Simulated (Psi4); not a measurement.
**UOMP2/aug-cc-pVDZ (density fitting for correlation) run of CH3BCl (SMILES C[B]Cl)**

Aim: the vertical doublet–quartet gap of CH3BCl at UOMP2/aug-cc-pVDZ (density fitting for correlation), from 2 runs. 

Program for the calculation: Psi4 1.11.

1 further run of the same task is left out (set aside as unsound or not needed).

**1. Starting point**

CH3BCl: 6 atoms, total charge 0, spin state doublet. SMILES: `C[B]Cl`. The shape is that of a PBE0-D4/def2-TZVP optimisation.

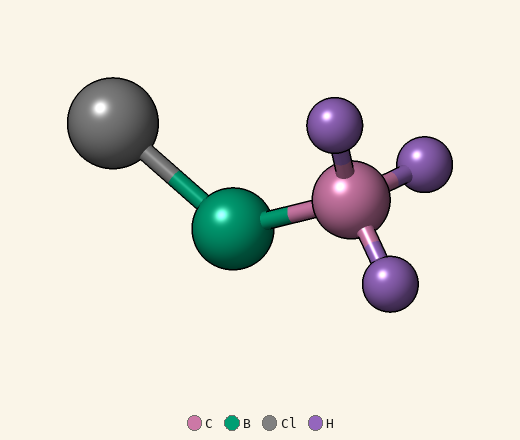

Viewed from a chosen angle; carbon pink, boron teal, chlorine grey, hydrogen purple.

**2. A single-point energy at UOMP2/aug-cc-pVDZ (density fitting for correlation)**

File calc.in:

```
memory 2200 MB

molecule m {
  0 2
  C
  B 1 r2
  Cl 2 r3 1 a3
  H 1 r4 2 a4 3 d4
  H 1 r5 4 a5 2 d5
  H 1 r6 5 a6 4 d6

  r2 = 1.543797
  r3 = 1.72746
  a3 = 126.06889
  r4 = 1.099341
  a4 = 106.46066
  d4 = -89.20157
  r5 = 1.094721
  a5 = 107.2451
  d5 = -121.46559
  r6 = 1.091132
  a6 = 109.94783
  d6 = 115.48294
  symmetry c1
  no_reorient
  no_com
}

set basis aug-cc-pVDZ
set reference uhf
set puream true
set e_convergence 1e-09
set d_convergence 1e-08
set scf_type pk
set num_frozen_docc 7
set maxiter 100

energy("omp2")
print_variables()
```

Started as:

```console
psi4 -n 1 calc.in calc.out
```

calc.out:

```text
[...]
  Running in c1 symmetry.
[...]
  Nuclear repulsion =   76.029339868728272
[...]
  Multiplicity = 2
[...]
  Nalpha       = 16
  Nbeta        = 15
[...]
    Number of basis functions: 100
[...]
   @UHF iter   1:  -523.69367544535737   -5.36834e-01   4.03184e-03 DIIS/ADIIS
[...]
   @UHF iter  15:  -523.79764879687173   -1.13687e-11   6.53761e-09 DIIS
[...]
   @S^2 Observed:                7.543010130E-01
[...]
    Orbital Energies [Eh]
    ---------------------
    Alpha Occupied:
       1A   -104.839827     2A    -11.226467     3A    -10.568538
       4A     -8.036244     5A     -8.033385     6A     -8.032973
       7A     -7.680125     8A     -1.126995     9A     -0.974276
      10A     -0.663179    11A     -0.588151    12A     -0.571213
      13A     -0.544663    14A     -0.487284    15A     -0.484071
      16A     -0.332751
    Alpha Virtual:
      17A      0.036053    18A      0.048082    19A      0.051587
      20A      0.055215    21A      0.069300    22A      0.080173
      23A      0.099029    24A      0.101269    25A      0.141978
[...]
  @UHF Final Energy:  -523.79764879687173
   => Energetics <=
    Nuclear Repulsion Energy =             76.0293398687282718
    One-Electron Energy =                -871.7417112761268072
    Two-Electron Energy =                 271.9147226105268373
    Total Energy =                       -523.7976487968717265
  UHF NO Occupations:
  HONO-2 :   14  A 1.9996467
  HONO-1 :   15  A 1.9987229
[...]
 Multipole Moments:
 ------------------------------------------------------------------------------------
     Multipole            Electronic (a.u.)      Nuclear  (a.u.)        Total (a.u.)
 ------------------------------------------------------------------------------------
 L = 1.  Multiply by 2.5417464519 to convert [e a0] to [Debye]
 Dipole X            :         -0.1134193            0.1274951            0.0140758
 Dipole Y            :         -1.9023740            2.0373909            0.1350169
 Dipole Z            :          5.9719428           -6.5415393           -0.5695966
 Magnitude           :                                                    0.5855493
[...]
	Warning: cc_lambda option is changed to TRUE
	For this residual convergence, default PCG convergence is:     1.00e-07
[...]
	DF-SCS-MP2 Total Energy (a.u.)     :  -524.14982136136121
	DF-SOS-MP2 Total Energy (a.u.)     :  -524.14710429372042
[...]
	DF-SCS-OMP2 Total Energy (a.u.)    :  -524.15301751832101
	DF-SOS-OMP2 Total Energy (a.u.)    :  -524.12231804030307
	DF-SCS(N)-OMP2 Total Energy (a.u.) :  -523.95503406055661
[...]
	DF-OMP2 Total Energy (a.u.)        :  -524.15952027040566
[...]
```

Wall time 77 s (1 thread of Intel Xeon Platinum 8259CL at 2.50GHz (Skylake/Cascade Lake), shared host); peak memory 0.46 GiB.

**3. The quartet, same level**

File ch3bcl.dat:

```
memory 2200 MB

molecule geom {
  0 4
  C
  B 1 R2
  Cl 2 R3 1 A3
  H 1 R4 2 A4 3 D4
  H 1 R5 4 A5 2 D5
  H 1 R6 5 A6 4 D6

  R2 = 1.543797
  R3 = 1.72746
  A3 = 126.06889
  R4 = 1.099341
  A4 = 106.46066
  D4 = -89.20157
  R5 = 1.094721
  A5 = 107.2451
  D5 = -121.46559
  R6 = 1.091132
  A6 = 109.94783
  D6 = 115.48294
  symmetry c1
  no_reorient
  no_com
}

set globals {
  basis aug-cc-pVDZ
  reference uhf
  puream true
  e_convergence 1e-09
  d_convergence 1e-08
  scf_type pk
  num_frozen_docc 7
  maxiter 100
}

energy('omp2')
print_variables()
```

Started as:

```console
psi4 ch3bcl.dat ch3bcl.out -n 1
```

ch3bcl.out:

```text
[...]
  Running in c1 symmetry.
[...]
  Nuclear repulsion =   76.029339868728272
[...]
  Multiplicity = 4
[...]
  Nalpha       = 17
  Nbeta        = 14
[...]
    Number of basis functions: 100
[...]
   @UHF iter   1:  -523.40935167000328   -2.52510e-01   4.81387e-03 DIIS/ADIIS
[...]
   @UHF iter  29:  -523.57829627077604   -3.18323e-12   2.94136e-09 DIIS
[...]
   @S^2 Observed:                3.764296049E+00
[...]
    Orbital Energies [Eh]
    ---------------------
    Alpha Occupied:
       1A   -104.981764     2A    -11.196379     3A    -10.706404
       4A     -8.191712     5A     -8.167723     6A     -8.166523
       7A     -7.583130     8A     -1.263214     9A     -0.941599
      10A     -0.732430    11A     -0.676786    12A     -0.613861
      13A     -0.551399    14A     -0.537445    15A     -0.515361
      16A     -0.317098    17A     -0.230779
    Alpha Virtual:
      18A      0.035255    19A      0.049821    20A      0.052820
      21A      0.057462    22A      0.079437    23A      0.089411
      24A      0.104886    25A      0.129911    26A      0.149012
[...]
  @UHF Final Energy:  -523.57829627077604
   => Energetics <=
    Nuclear Repulsion Energy =             76.0293398687282718
    One-Electron Energy =                -870.1637677919054568
    Two-Electron Energy =                 270.5561316524011772
    Total Energy =                       -523.5782962707760362
  UHF NO Occupations:
  HONO-2 :   15  A 1.0000000
  HONO-1 :   16  A 1.0000000
[...]
 Multipole Moments:
 ------------------------------------------------------------------------------------
     Multipole            Electronic (a.u.)      Nuclear  (a.u.)        Total (a.u.)
 ------------------------------------------------------------------------------------
 L = 1.  Multiply by 2.5417464519 to convert [e a0] to [Debye]
 Dipole X            :         -0.0902963            0.1274951            0.0371988
 Dipole Y            :         -3.1416627            2.0373909           -1.1042718
 Dipole Z            :          7.0609434           -6.5415393            0.5194041
 Magnitude           :                                                    1.2208933
[...]
	Warning: cc_lambda option is changed to TRUE
	For this residual convergence, default PCG convergence is:     1.00e-07
[...]
	DF-SCS-MP2 Total Energy (a.u.)     :  -523.90469024801962
	DF-SOS-MP2 Total Energy (a.u.)     :  -523.90127644686049
[...]
	DF-SCS-OMP2 Total Energy (a.u.)    :  -523.91602220222774
	DF-SOS-OMP2 Total Energy (a.u.)    :  -523.88407994491706
	DF-SCS(N)-OMP2 Total Energy (a.u.) :  -523.72764775166490
[...]
	DF-OMP2 Total Energy (a.u.)        :  -523.92572549829868
[...]
```

Run time: 1.9 min. Hardware: 1 thread of Intel Xeon Platinum 8259CL at 2.50GHz (Skylake/Cascade Lake), shared host; peak memory 0.46 GiB.

**4. What came out**

At UOMP2/aug-cc-pVDZ (density fitting for correlation), 7 core orbitals frozen:

| quantity | value |
| --- | --- |
| doublet: total energy | -524.15952 Eh |
| doublet: HOMO energy (Hartree–Fock orbitals) (highest over α and β) | -9.05 eV |
| doublet: LUMO energy (Hartree–Fock orbitals) (lowest over α and β) | 0.81 eV |
| doublet: correlation energy (7 core orbitals frozen) | -361.9 mEh |
| doublet: ⟨S²⟩ of the reference determinant | 0.754 |
| quartet: total energy | -523.92573 Eh |
| quartet: HOMO energy (Hartree–Fock orbitals) (highest over α and β) | -6.28 eV |
| quartet: LUMO energy (Hartree–Fock orbitals) (lowest over α and β) | -3.19 eV |
| quartet: correlation energy (7 core orbitals frozen) | -347.4 mEh |
| quartet: ⟨S²⟩ of the reference determinant | 3.764 |
| vertical energy of the quartet above the doublet | 6.362 eV |

At this shape the quartet lies 6.36 eV (614 kJ/mol) above the doublet.
